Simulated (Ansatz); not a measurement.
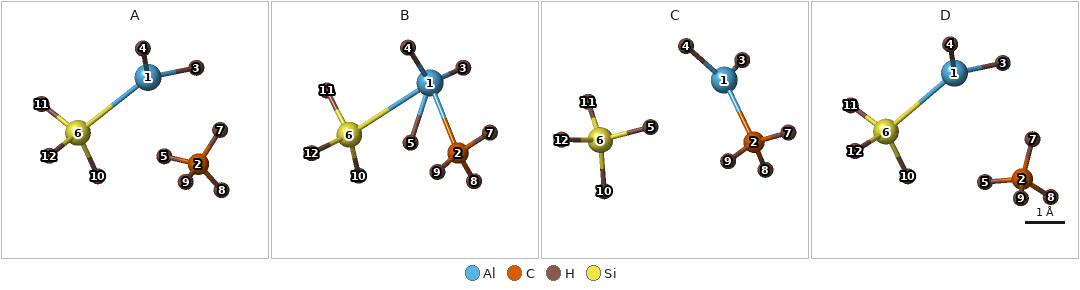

4 geometries from a converged minimum-energy path of CH9AlSi, made up of CH5Al and SiH4, shuffled. The picture is a ball-and-stick view, seen at a tilt.

Level of theory: UHF/def2-SVP (Ansatz). Set-up: 9 movable images; climbing image; force threshold 0.03 eV/Å; iteration limit 60; starting path through a guess of the saddle point.

Q: Which of them lies highest in energy?

A: B. In order along the path, whose images run from 0 to 10: C (image 1, 0.00 eV), B (image 4, +2.34 eV), A (image 6, +0.09 eV), D (image 8, −0.05 eV). Breaking: Al1–C2 (1.97 → 2.16 at the top → 3.82 Å), H5–Si6 (1.49 → 1.91 at the top → 3.91 Å). Forming: Al1–Si6 (4.01 → 2.70 at the top → 2.49 Å), C2–H5 (3.30 → 1.51 at the top → 1.09 Å).

Limits of the set-up: the start holds two separate molecules, 2.5 Å apart at their closest, whose relative position is a soft coordinate and is computed without a dispersion correction; Hartree-Fock leaves out electron correlation.

Cost: 3.1 min on 2 threads of Arm Neoverse V2 (shared host), peak memory 0.21 GiB.
